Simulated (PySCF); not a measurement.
# CoF2: ligand-field states

Wanted: ligand-field states for CoF2.

Computed with PySCF 2.14.0 and routines of our own; the level stands in each step. Atoms count from 0.

### 1 The starting structure

3 atoms, charge 0, states of the metal's open shell are computed; geometry from: model start, shaken.

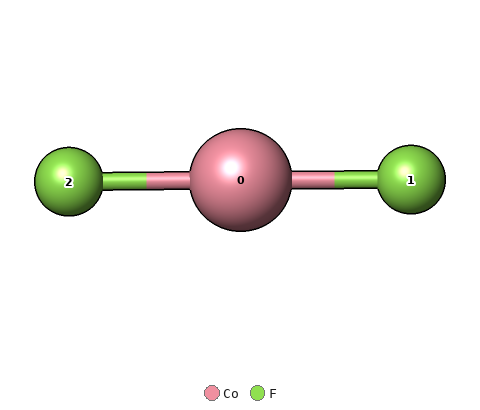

The starting geometry (cobalt pink, fluorine green); sticks join atoms by distance alone.

### 2 Relaxing the molecule at PBE0-D3(BJ)/def2-TZVP

Job settings and geometry (Å):

```
{"job": {"xc": "PBE0", "basis": "def2-TZVP", "d3": "d3bj", "grid": 1, "maxiter": 45, "kind": "geom"}, "charge": 0, "metal": "Co", "open_shell": "d7"}
Co     0.000020     0.004480    -0.004110
F     -0.013360    -0.006820     1.790130
F      0.000900     0.020100    -1.812380
```

Launch:

```bash
> OMP_NUM_THREADS=1 python lf_run.py task.json out
```

The driver reads the jobs from task.json and runs them one after another.

Standard output:

```text
step   0  E = -1582.18179313  max force = 0.040387
step   1  E = -1582.18860424  max force = 0.005844
step   2  E = -1582.18869631  max force = 0.001705
step   3  E = -1582.18870484  max force = 0.000122
optimisation converged
```

It took 12 s on 1 thread of Intel Xeon 6975P-C, shared host; peak memory 0.34 GiB.

The steps of the relaxation:

```csv
step,energy from step 0 (eV),largest force component (eV/Å)
0,0.0000,2.0768
1,-0.1853,0.3005
2,-0.1878,0.0877
3,-0.1881,0.0063
```

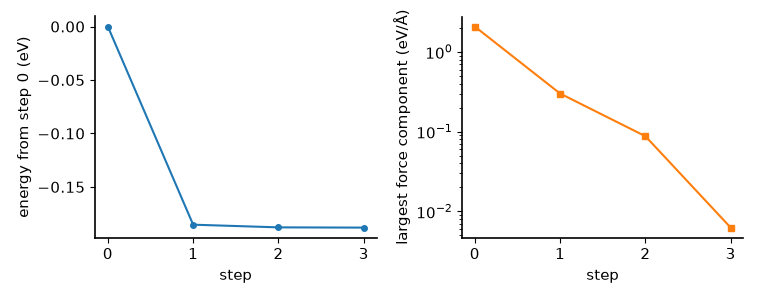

Energy and largest force along the relaxation.

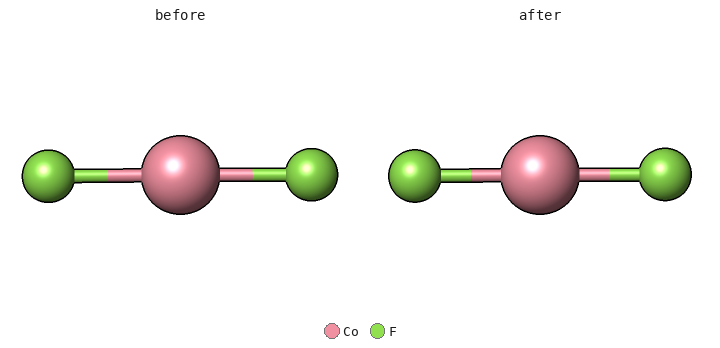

The geometry before (left) and after (right).

Distances of close pairs at the start and the end, largest changes first:

```csv
bond,before (Å),after (Å),change (Å)
Co0–F2,1.808,1.713,-0.095
Co0–F1,1.794,1.713,-0.081
```

The end geometry stands in the next job.

```csv
at the end point,value
point group (found at 0.08 Å tolerance),Dinfh
"rotational constants (GHz, main isotopes)","4.530, 4.530"
dipole moment (D),0.01
⟨S²⟩,3.758
```

### 3 Ligand-field states: state-averaged CASSCF

Job settings and geometry (Å):

```
{"job": {"kind": "lf", "basis": {"metal": "x2c-TZVPall", "ligand": "x2c-SVPall"}, "nevpt": true}, "charge": 0, "metal": "Co", "open_shell": "d7"}
Co     0.000000     0.000000     0.000000
F      0.000000     0.000000     1.713450
F     -0.000000     0.000000    -1.713490
```

Level: state-averaged CASSCF of the metal d shell, SC-NEVPT2 on the averaged canonical orbitals, state-interaction spin-orbit coupling.

Standard output:

```text
basis functions 76, electrons 45, active (7e, 5o)
stage 1: DIIS on the effective Fock matrix, level shift 0.30
cycle   1  E = -1585.0284702481  dE = -1.585e+03  max|g| = 2.709e+00
cycle   2  E = -1588.2091632613  dE = -3.181e+00  max|g| = 2.272e+00
cycle   3  E = -1588.7307615992  dE = -5.216e-01  max|g| = 2.098e+00
cycle   4  E = -1590.6418264747  dE = -1.911e+00  max|g| = 2.444e-01
cycle   5  E = -1590.7037474822  dE = -6.192e-02  max|g| = 1.950e-01
cycle   6  E = -1590.7211218008  dE = -1.737e-02  max|g| = 1.024e-01
cycle   7  E = -1590.7271797682  dE = -6.058e-03  max|g| = 3.925e-02
cycle   8  E = -1590.7292585352  dE = -2.079e-03  max|g| = 2.065e-02
cycle   9  E = -1590.7298912215  dE = -6.327e-04  max|g| = 1.119e-02
cycle  10  E = -1590.7300482161  dE = -1.570e-04  max|g| = 5.714e-03
cycle  11  E = -1590.7300823984  dE = -3.418e-05  max|g| = 4.126e-03
...
cycle  34  E = -1590.7301037590  dE =  9.563e-08  max|g| = 3.862e-04
cycle  35  E = -1590.7301035776  dE =  1.814e-07  max|g| = 4.513e-04
cycle  36  E = -1590.7301033321  dE =  2.455e-07  max|g| = 5.300e-04
cycle  37  E = -1590.7301029644  dE =  3.676e-07  max|g| = 6.215e-04
cycle  38  E = -1590.7301024316  dE =  5.328e-07  max|g| = 7.648e-04
cycle  39  E = -1590.7301016021  dE =  8.295e-07  max|g| = 9.193e-04
cycle  40  E = -1590.7301002905  dE =  1.312e-06  max|g| = 1.089e-03
stage 2: quasi-Newton rotations from the point of smallest gradient
cycle  42  E = -1590.7301042072  dE = -2.151e-08  max|g| = 6.183e-05
cycle  43  E = -1590.7301042093  dE = -2.106e-09  max|g| = 4.991e-05
cycle  44  E = -1590.7301042102  dE = -8.299e-10  max|g| = 6.598e-06
converged average energy = -1590.7301042102

 mult deg   label        CASSCF/cm-1   NEVPT2/cm-1
   4   2   4Phig               0.0           0.0
   4   1   4Sigmag-         1690.6         371.4
   4   2   4Deltag          2630.2         977.7
   4   2   4Pig             3033.1        2965.6
   4   1   4Sigmag-        16659.2       14524.7
   2   2   2Pig            17745.8       15095.5
   2   1   2Sigmag-        19266.2       15148.1
   2   2   2Deltag         17815.6       16035.8
   2   1   2Sigmag+        18939.6       16281.6
   2   2   2Pig            20827.5       16944.5
   2   2   2Phig           18538.0       17122.5
   2   2   2Pig            23345.7       17661.5
   2   2   2Deltag         22709.0       18215.5
   2   2   2Gammag         22097.6       19751.0
   4   2   4Pig            23652.8       21468.7
   2   2   2Deltag         25660.9       21717.9
   2   1   2Sigmag-        27991.5       23193.5
   2   2   2Phig           26087.9       24197.0
   2   2   2Pig            29689.5       26243.8
   2   1   2Sigmag+        31102.6       28191.3
   2   2   2Gammag         29710.0       29490.2
   2   2   2Hg             32854.9       32216.0
   2   1   2Sigmag-        43046.4       38495.4
   2   2   2Deltag         44263.7       38502.9
   2   2   2Pig            43691.9       38724.3
   2   2   2Phig           46554.2       42164.9
   2   1   2Sigmag+        62874.4       52633.1
   2   2   2Pig            65774.2       56921.4
   2   2   2Deltag         75308.7       68664.7

spin-orbit levels / cm-1
      0.00  x2  4Phig 1.00
    385.85  x2  4Phig 0.85 4Deltag 0.14
    819.06  x2  4Phig 0.75 4Deltag 0.25
    964.59  x2  4Sigmag- 0.93 4Pig 0.06
   1041.97  x2  4Sigmag- 0.91 4Pig 0.04 4Deltag 0.03
   1336.95  x2  4Phig 0.67 4Deltag 0.27 4Sigmag- 0.05
   1394.94  x2  4Deltag 0.85 4Phig 0.14
   1712.46  x2  4Deltag 0.70 4Phig 0.25 4Pig 0.04
   2024.81  x2  4Deltag 0.63 4Phig 0.31 4Pig 0.04
   2171.35  x2  4Deltag 0.94 4Pig 0.05
   3599.42  x2  4Pig 0.95 4Deltag 0.05
   3867.06  x2  4Pig 0.90 4Deltag 0.06
   3972.53  x2  4Pig 0.96 4Deltag 0.04
   4118.44  x2  4Pig 0.93 4Sigmag- 0.05
  15165.40  x2  4Sigmag- 0.94
  15236.32  x2  4Sigmag- 0.96
  15401.34  x2  2Pig 0.93 2Deltag 0.05
  15510.69  x2  2Sigmag- 0.64 2Pig 0.31 2Sigmag+ 0.04
  16393.24  x2  2Deltag 0.98
  16564.86  x2  2Pig 0.61 2Sigmag- 0.18 2Sigmag+ 0.16
  16860.29  x2  2Sigmag+ 0.46 2Pig 0.26 2Sigmag- 0.17
  17206.44  x2  2Deltag 0.77 2Pig 0.16 2Pig 0.04
  17461.32  x2  2Phig 1.00
  17923.24  x2  2Pig 0.68 2Sigmag+ 0.27 2Pig 0.04
  18013.09  x2  2Pig 0.71 2Deltag 0.13 2Deltag 0.11
  18268.56  x2  2Phig 0.83 2Deltag 0.16
  18345.96  x2  2Pig 0.89 2Sigmag+ 0.05
  18408.94  x2  2Pig 0.68 2Deltag 0.16 2Pig 0.05
  19152.76  x2  2Deltag 0.83 2Phig 0.16
  19408.31  x2  2Deltag 0.71 2Pig 0.20 2Pig 0.05
```

It took 3.2 s on 1 thread of Intel Xeon 6975P-C, shared host; peak memory 0.35 GiB.

Key values:

```
             quantity     value
spin-orbit constant ζ  505 cm⁻¹
```

Powder susceptibility:

| T (K) | χT (cm³ K/mol) | μ(eff) |
| --- | --- | --- |
| 2 | 4.512 | 6.01 |
| 5 | 4.523 | 6.01 |
| 10 | 4.541 | 6.03 |
| 20 | 4.578 | 6.05 |
| 30 | 4.614 | 6.07 |
| 50 | 4.687 | 6.12 |
| 75 | 4.776 | 6.18 |
| 100 | 4.859 | 6.23 |
| 150 | 4.984 | 6.31 |
| 200 | 5.052 | 6.36 |
| 250 | 5.075 | 6.37 |
| 300 | 5.064 | 6.36 |

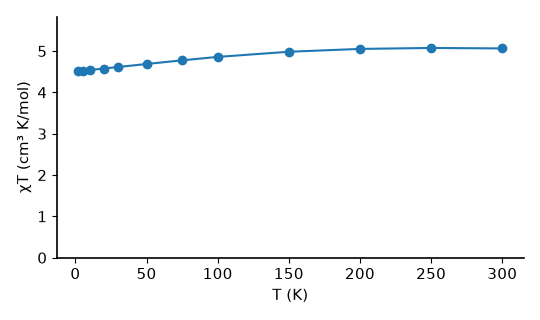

χT against temperature.

Orbitals, density, ELF and potential are computed afterwards from the orbital file.

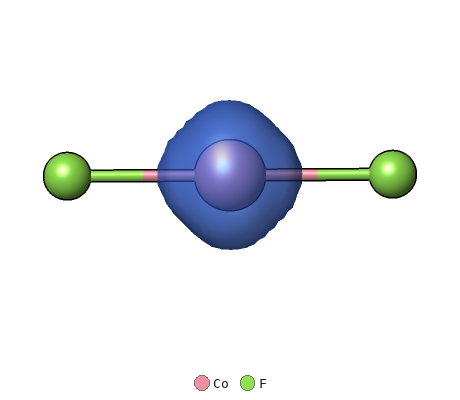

Spin density at ±0.3 e/Å³ (alpha excess blue, beta excess red).

In these pictures sticks join atoms by distance alone, so bonds to metals can be missing or extra.

### 4 Ligand-field states: state-averaged CASSCF (basis x2c-TZVPall)

Job settings and geometry (Å):

```
{"job": {"kind": "lf", "basis": "x2c-TZVPall", "nevpt": true}, "charge": 0, "metal": "Co", "open_shell": "d7"}
Co     0.000000     0.000000     0.000000
F      0.000000     0.000000     1.713450
F     -0.000000     0.000000    -1.713490
```

Level: state-averaged CASSCF of the metal d shell, SC-NEVPT2 on the averaged canonical orbitals, state-interaction spin-orbit coupling.

Standard output:

```text
basis functions 110, electrons 45, active (7e, 5o)
stage 1: DIIS on the effective Fock matrix, level shift 0.30
cycle   1  E = -1585.0737636630  dE = -1.585e+03  max|g| = 2.713e+00
cycle   2  E = -1588.2948411268  dE = -3.221e+00  max|g| = 2.167e+00
cycle   3  E = -1588.4974630068  dE = -2.026e-01  max|g| = 2.367e+00
cycle   4  E = -1590.8649489094  dE = -2.367e+00  max|g| = 2.729e-01
cycle   5  E = -1590.9468586744  dE = -8.191e-02  max|g| = 2.338e-01
cycle   6  E = -1590.9678838707  dE = -2.103e-02  max|g| = 1.253e-01
cycle   7  E = -1590.9746625362  dE = -6.779e-03  max|g| = 4.768e-02
cycle   8  E = -1590.9786683344  dE = -4.006e-03  max|g| = 2.682e-02
cycle   9  E = -1590.9797113874  dE = -1.043e-03  max|g| = 1.373e-02
cycle  10  E = -1590.9799482313  dE = -2.368e-04  max|g| = 8.584e-03
cycle  11  E = -1590.9800325684  dE = -8.434e-05  max|g| = 5.354e-03
...
cycle  34  E = -1590.9800821903  dE =  1.662e-08  max|g| = 2.000e-04
cycle  35  E = -1590.9800821672  dE =  2.312e-08  max|g| = 2.055e-04
cycle  36  E = -1590.9800821147  dE =  5.248e-08  max|g| = 2.445e-04
cycle  37  E = -1590.9800820837  dE =  3.102e-08  max|g| = 3.059e-04
cycle  38  E = -1590.9800820211  dE =  6.254e-08  max|g| = 3.695e-04
cycle  39  E = -1590.9800819294  dE =  9.175e-08  max|g| = 4.308e-04
cycle  40  E = -1590.9800817924  dE =  1.370e-07  max|g| = 5.204e-04
stage 2: quasi-Newton rotations from the point of smallest gradient
cycle  42  E = -1590.9800822853  dE = -7.384e-08  max|g| = 1.059e-04
cycle  43  E = -1590.9800822910  dE = -5.718e-09  max|g| = 9.215e-05
cycle  44  E = -1590.9800822940  dE = -3.007e-09  max|g| = 8.135e-06
converged average energy = -1590.9800822940

 mult deg   label        CASSCF/cm-1   NEVPT2/cm-1
   4   2   4Phig               0.0           0.0
   4   1   4Sigmag-         1630.9         242.0
   4   2   4Deltag          2642.7         951.0
   4   2   4Pig             3082.2        2955.7
   4   1   4Sigmag-        16717.4       14580.3
   2   2   2Pig            17669.6       14981.9
   2   1   2Sigmag-        19080.5       15023.5
   2   2   2Deltag         17812.3       15963.8
   2   1   2Sigmag+        18918.4       16233.6
   2   2   2Pig            20744.0       16855.9
   2   2   2Phig           18528.8       17072.6
   2   2   2Pig            23261.7       17627.9
   2   2   2Deltag         22582.8       18115.0
   2   2   2Gammag         22144.4       19714.0
   4   2   4Pig            23814.9       21451.2
   2   2   2Deltag         25654.8       21693.6
   2   1   2Sigmag-        28048.2       23148.0
   2   2   2Phig           26124.6       24151.6
   2   2   2Pig            29735.0       26177.3
   2   1   2Sigmag+        31204.1       28157.5
   2   2   2Gammag         29885.9       29488.5
   2   2   2Hg             33062.4       32213.5
   2   2   2Deltag         44309.0       38437.0
   2   1   2Sigmag-        43122.7       38441.9
   2   2   2Pig            43783.2       38685.5
   2   2   2Phig           46686.7       42129.5
   2   1   2Sigmag+        62799.3       52546.4
   2   2   2Pig            65811.5       56845.1
   2   2   2Deltag         75590.7       68617.3

spin-orbit levels / cm-1
      0.00  x2  4Phig 1.00
    382.39  x2  4Phig 0.85 4Deltag 0.15
    813.05  x2  4Phig 0.74 4Deltag 0.26
    845.09  x2  4Sigmag- 0.94 4Pig 0.06
    922.41  x2  4Sigmag- 0.93 4Pig 0.04
   1325.13  x2  4Phig 0.67 4Deltag 0.30
   1372.19  x2  4Deltag 0.85 4Phig 0.15
   1693.44  x2  4Deltag 0.69 4Phig 0.26 4Pig 0.04
   2005.83  x2  4Deltag 0.62 4Phig 0.32 4Pig 0.04
   2144.31  x2  4Deltag 0.94 4Pig 0.05
   3588.86  x2  4Pig 0.95 4Deltag 0.05
   3851.79  x2  4Pig 0.91 4Deltag 0.06
   3961.06  x2  4Pig 0.96 4Deltag 0.04
   4100.13  x2  4Pig 0.93 4Sigmag- 0.05
  15217.01  x2  4Sigmag- 0.92
  15287.09  x2  4Sigmag- 0.94
  15289.48  x2  2Pig 0.91 2Deltag 0.04
  15398.14  x2  2Sigmag- 0.63 2Pig 0.30 2Sigmag+ 0.03
  16322.18  x2  2Deltag 0.98
  16449.89  x2  2Pig 0.63 2Sigmag- 0.19 2Sigmag+ 0.14
  16794.08  x2  2Sigmag+ 0.48 2Pig 0.28 2Sigmag- 0.15
  17138.66  x2  2Deltag 0.77 2Pig 0.16 2Pig 0.04
  17409.95  x2  2Phig 1.00
  17853.41  x2  2Pig 0.66 2Sigmag+ 0.29 2Pig 0.03
  17920.66  x2  2Pig 0.70 2Deltag 0.13 2Deltag 0.11
  18208.80  x2  2Phig 0.81 2Deltag 0.18
  18308.81  x2  2Pig 0.90 2Sigmag+ 0.05
  18365.26  x2  2Pig 0.66 2Deltag 0.18 2Pig 0.05
  19060.11  x2  2Deltag 0.81 2Phig 0.18
  19330.12  x2  2Deltag 0.69 2Pig 0.22 2Pig 0.05
```

Run time: 3.4 s. Hardware: 1 thread of Intel Xeon 6975P-C, shared host; peak memory 0.35 GiB.

Key values:

```
             quantity     value
spin-orbit constant ζ  504 cm⁻¹
```

Powder susceptibility:

```csv
T (K),χT (cm³ K/mol),μ(eff)
2,4.512,6.01
20,4.578,6.05
100,4.862,6.24
300,5.043,6.35
```

### 5 Ligand-field states: state-averaged CASSCF (avg hs)

Job settings and geometry (Å):

```
{"job": {"kind": "lf", "basis": {"metal": "x2c-TZVPall", "ligand": "x2c-SVPall"}, "nevpt": true, "avg": "hs"}, "charge": 0, "metal": "Co", "open_shell": "d7"}
Co     0.000000     0.000000     0.000000
F      0.000000     0.000000     1.713450
F     -0.000000     0.000000    -1.713490
```

Method: state-averaged CASSCF of the metal d shell, SC-NEVPT2 on the averaged canonical orbitals, state-interaction spin-orbit coupling.

Standard output:

```text
basis functions 76, electrons 45, active (7e, 5o)
stage 1: DIIS on the effective Fock matrix, level shift 0.30
cycle   1  E = -1585.0612241854  dE = -1.585e+03  max|g| = 2.718e+00
cycle   2  E = -1588.3280569084  dE = -3.267e+00  max|g| = 2.268e+00
cycle   3  E = -1588.9844249117  dE = -6.564e-01  max|g| = 2.080e+00
cycle   4  E = -1590.7118636037  dE = -1.727e+00  max|g| = 2.414e-01
cycle   5  E = -1590.7777426973  dE = -6.588e-02  max|g| = 1.992e-01
cycle   6  E = -1590.7969295697  dE = -1.919e-02  max|g| = 1.085e-01
cycle   7  E = -1590.8047746649  dE = -7.845e-03  max|g| = 4.472e-02
cycle   8  E = -1590.8070181435  dE = -2.243e-03  max|g| = 2.392e-02
cycle   9  E = -1590.8077556869  dE = -7.375e-04  max|g| = 1.283e-02
cycle  10  E = -1590.8079362610  dE = -1.806e-04  max|g| = 6.863e-03
cycle  11  E = -1590.8079878282  dE = -5.157e-05  max|g| = 5.161e-03
cycle  12  E = -1590.8080120818  dE = -2.425e-05  max|g| = 3.199e-03
cycle  13  E = -1590.8080164848  dE = -4.403e-06  max|g| = 1.816e-03
cycle  14  E = -1590.8080181098  dE = -1.625e-06  max|g| = 1.747e-03
cycle  15  E = -1590.8080218196  dE = -3.710e-06  max|g| = 9.508e-04
cycle  16  E = -1590.8080221483  dE = -3.287e-07  max|g| = 8.599e-04
cycle  17  E = -1590.8080225152  dE = -3.669e-07  max|g| = 7.618e-04
cycle  18  E = -1590.8080222610  dE =  2.542e-07  max|g| = 7.259e-04
cycle  19  E = -1590.8080219143  dE =  3.467e-07  max|g| = 9.933e-04
cycle  20  E = -1590.8080219442  dE = -2.996e-08  max|g| = 8.901e-04
cycle  21  E = -1590.8080219778  dE = -3.354e-08  max|g| = 9.175e-04
cycle  22  E = -1590.8080220310  dE = -5.322e-08  max|g| = 7.783e-04
cycle  23  E = -1590.8080219914  dE =  3.962e-08  max|g| = 7.110e-04
cycle  24  E = -1590.8080218951  dE =  9.626e-08  max|g| = 7.554e-04
cycle  25  E = -1590.8080223793  dE = -4.841e-07  max|g| = 7.234e-04
cycle  26  E = -1590.8080220800  dE =  2.993e-07  max|g| = 8.847e-04
cycle  27  E = -1590.8080220450  dE =  3.502e-08  max|g| = 9.615e-04
cycle  28  E = -1590.8080217047  dE =  3.403e-07  max|g| = 1.103e-03
stage 2: quasi-Newton rotations from the point of smallest gradient
cycle  30  E = -1590.8080233872  dE = -1.396e-06  max|g| = 2.200e-04
cycle  31  E = -1590.8080234681  dE = -8.084e-08  max|g| = 2.790e-04
cycle  32  E = -1590.8080234997  dE = -3.160e-08  max|g| = 3.404e-05
cycle  33  E = -1590.8080235003  dE = -5.989e-10  max|g| = 2.551e-05
cycle  34  E = -1590.8080235005  dE = -2.597e-10  max|g| = 2.973e-06
converged average energy = -1590.8080235005

 mult deg   label        CASSCF/cm-1   NEVPT2/cm-1
   4   2   4Phig               0.0           0.0
   4   1   4Sigmag-         1655.5         456.9
   4   2   4Deltag          2441.8        1174.9
   4   2   4Pig             2991.3        2934.2
   4   1   4Sigmag-        16774.5       14438.6
   2   2   2Pig            17973.8       15309.7
   2   1   2Sigmag-        19471.7       15572.2
   2   2   2Deltag         18091.6       16009.0
   2   1   2Sigmag+        19049.9       16507.5
   2   2   2Pig            20978.4       17164.0
   2   2   2Phig           18754.2       17189.0
   2   2   2Pig            23468.8       18065.8
   2   2   2Deltag         22873.1       18664.2
   2   2   2Gammag         22158.9       19935.0
   4   2   4Pig            23761.6       21332.9
   2   2   2Deltag         25802.5       21921.1
   2   1   2Sigmag-        28120.4       23299.2
   2   2   2Phig           26281.3       24236.9
   2   2   2Pig            29935.0       26295.0
   2   1   2Sigmag+        31276.8       28159.5
   2   2   2Gammag         29938.8       29216.5
   2   2   2Hg             32943.7       32058.0
   2   1   2Sigmag-        43475.4       38429.9
   2   2   2Deltag         44619.4       38710.7
   2   2   2Pig            44023.6       38721.6
   2   2   2Phig           46883.3       42089.7
   2   1   2Sigmag+        63527.4       52985.1
   2   2   2Pig            66311.4       57066.3
   2   2   2Deltag         75794.3       68318.7

spin-orbit levels / cm-1
      0.00  x2  4Phig 1.00
    409.91  x2  4Phig 0.89 4Deltag 0.11
    860.83  x2  4Phig 0.81 4Deltag 0.18
   1044.48  x2  4Sigmag- 0.93 4Pig 0.07
   1125.81  x2  4Sigmag- 0.90 4Pig 0.05
   1388.31  x2  4Phig 0.76 4Deltag 0.19 4Sigmag- 0.05
   1571.80  x2  4Deltag 0.89 4Phig 0.11
   1860.25  x2  4Deltag 0.75 4Phig 0.19 4Pig 0.06
   2163.62  x2  4Deltag 0.70 4Phig 0.22 4Pig 0.06
   2357.96  x2  4Deltag 0.92 4Pig 0.06
   3586.17  x2  4Pig 0.93 4Deltag 0.06
   3863.61  x2  4Pig 0.89 4Deltag 0.08
   3957.80  x2  4Pig 0.95 4Deltag 0.05
   4105.22  x2  4Pig 0.92 4Sigmag- 0.06
  15102.09  x2  4Sigmag- 0.96
  15163.53  x2  4Sigmag- 0.98
  15609.32  x2  2Pig 0.91 2Deltag 0.06
  15843.82  x2  2Sigmag- 0.55 2Pig 0.39 2Sigmag+ 0.05
  16378.59  x2  2Deltag 0.98
  16839.08  x2  2Pig 0.51 2Sigmag+ 0.24 2Sigmag- 0.18
  17108.36  x2  2Sigmag+ 0.37 2Pig 0.26 2Sigmag- 0.26
  17231.59  x2  2Deltag 0.82 2Pig 0.10 2Pig 0.06
  17533.69  x2  2Phig 0.99
  18167.69  x2  2Pig 0.66 2Sigmag+ 0.30
  18216.60  x2  2Pig 0.82 2Deltag 0.09 2Deltag 0.07
  18379.73  x2  2Phig 0.91 2Deltag 0.08
  18728.14  x2  2Pig 0.92 2Sigmag+ 0.03
  18796.71  x2  2Pig 0.74 2Deltag 0.16
  19558.20  x2  2Deltag 0.91 2Phig 0.08
  19820.91  x2  2Deltag 0.75 2Pig 0.17 2Pig 0.04
```

It took 1.9 s on 1 thread of Intel Xeon 6975P-C, shared host; peak memory 0.35 GiB.

In short:

| quantity | value |
| --- | --- |
| spin-orbit constant ζ | 509 cm⁻¹ |

Powder susceptibility:

```csv
T (K),χT (cm³ K/mol),μ(eff)
2,4.512,6.01
20,4.573,6.05
100,4.837,6.22
300,5.057,6.36
```

### 6 Ligand field across the series

From the NEVPT2 states (cm⁻¹; the spread is that of the fitted one-electron ligand-field levels):

```csv
step,setting,ground state,next state,orbital spread,Racah B,ζ,"μ(eff), 300 K"
3,as given,4Phig,4Sigmag- at 371,8202,1056,505,6.36
4,basis x2c-TZVPall,4Phig,4Sigmag- at 242,8339,1050,504,6.35
5,avg hs,4Phig,4Sigmag- at 457,8113,1048,509,6.36
```

### 7 What came out

| quantity | value |
| --- | --- |
| point group | Dinfh |
| rotational constants (main isotopes) | 4.53, 4.53 GHz |
| spin-orbit constant ζ (step 3, state-averaged CASSCF) | 505 cm⁻¹ |
| ground multiplicity, μ(eff) at 300 K (step 3, 2 donors at 1.71 Å) | 4, 6.36 μB |
| ground multiplicity, μ(eff) at 300 K (step 4, 2 donors at 1.71 Å) | 4, 6.35 μB |
| ground multiplicity, μ(eff) at 300 K (step 5, 2 donors at 1.71 Å) | 4, 6.36 μB |

What this shows: Over 3 steps the energy fell by 0.188 eV; of the close pairs, Co0–F2 changed most, 1.808 to 1.713 Å. No frequency check was run at this level, so the end point may be a saddle. In step 3, χT goes from 4.51 at 2 K to 5.06 cm³ K/mol at 300 K, as higher levels fill or mix in.
